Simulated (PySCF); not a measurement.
The calculation's input:

```
{"job": {"kind": "nmr", "xc": "PBE0", "basis": "pcSseg-1"}, "charge": 0, "multiplicity": 1}
C     -1.349372     0.583975    -1.456461
C     -0.315705    -0.151497    -0.601438
Si    -1.093210    -1.034046     0.919432
C      0.764935     0.812594    -0.166384
S      1.855471    -0.146693     0.884855
O      1.318513    -0.252685     2.204085
O      2.295458    -1.332055     0.227600
Cl     3.479898     1.073128     1.040515
H     -1.862880     1.343412    -0.871185
H     -2.090854    -0.116258    -1.829871
H     -0.875996     1.069633    -2.309022
H      0.164950    -0.911072    -1.224720
H     -0.306555    -2.176204     1.356104
H     -2.374527    -1.541529     0.406976
H     -1.378316    -0.031151     1.943247
H      1.367568     1.198274    -0.986711
H      0.393625     1.624203     0.453069
```

Command:

```sh
OMP_NUM_THREADS=1 python probes_run.py task.json out
```

Geometry: GFN2-xTB.

Theory: PBE0/pcSseg-1, SCF density, gas phase, non-relativistic (PySCF 2.14.0).

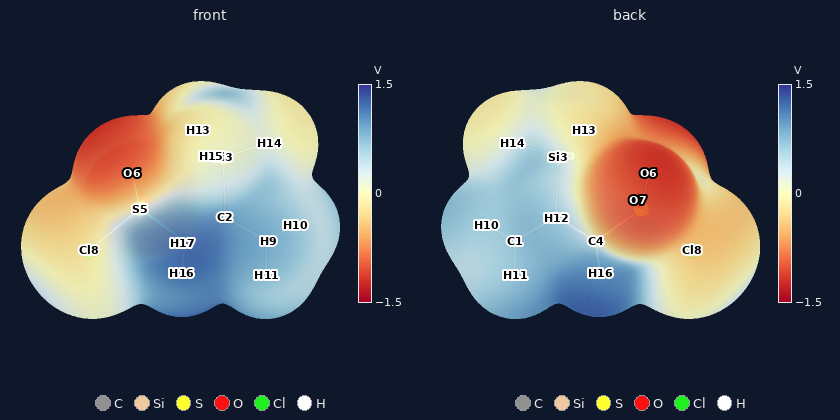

C₃H₉ClO₂SSi (SMILES C[C@H]([SiH3])CS(=O)(=O)Cl). The molecular electrostatic potential painted on the density surface at 0.001 e/bohr³, seen from the front and from behind; the colour scale runs from red (negative) to blue (positive).

### Where is the surface potential most negative and most positive?

The most negative region (about −1.2 V) lies over O6 and O7, the most positive (about +1.3 V) over H16 and H17. Cl8 shows a σ-hole: about +0.4 V at the tip opposite its bond, against about −0.2 V on its flanks.

### How polar is the molecule by this calculation?

Its dipole moment is 4.01 D.
